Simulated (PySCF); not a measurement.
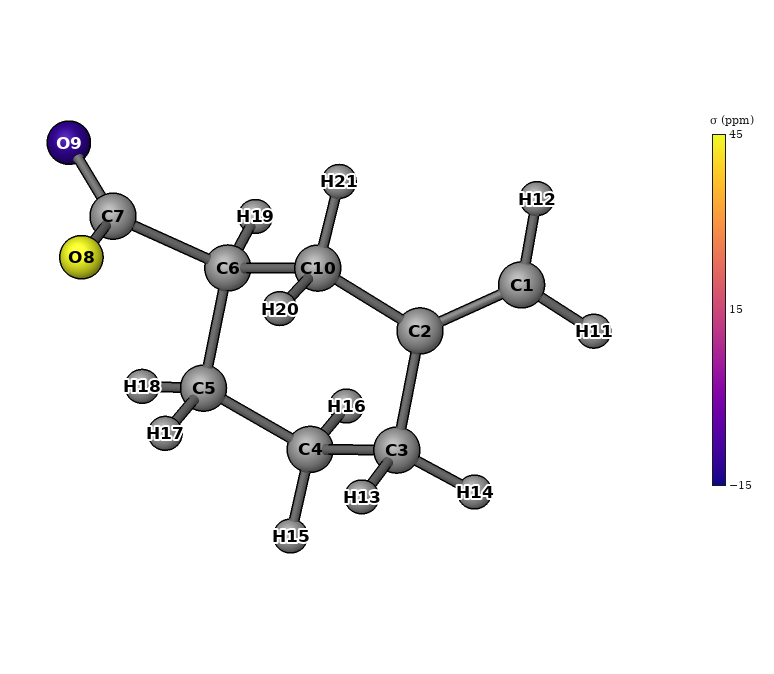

Atoms are coloured by their isotropic NMR shieldings (O only, the others grey). The species has charge −1 and is a spin singlet. Computed geometry: GFN2-xTB optimisation. No frequency run is at hand to confirm it as a minimum. Properties computed with GIAO PBE0/pcSseg-1 NMR shielding, non-relativistic, gas phase (PySCF 2.14.0).

Give the isotropic NMR shieldings of the O atoms atom by atom.

```json
{"atom": "O8", "σ (ppm)": "44.5"}
{"atom": "O9", "σ (ppm)": "−10.9"}
```
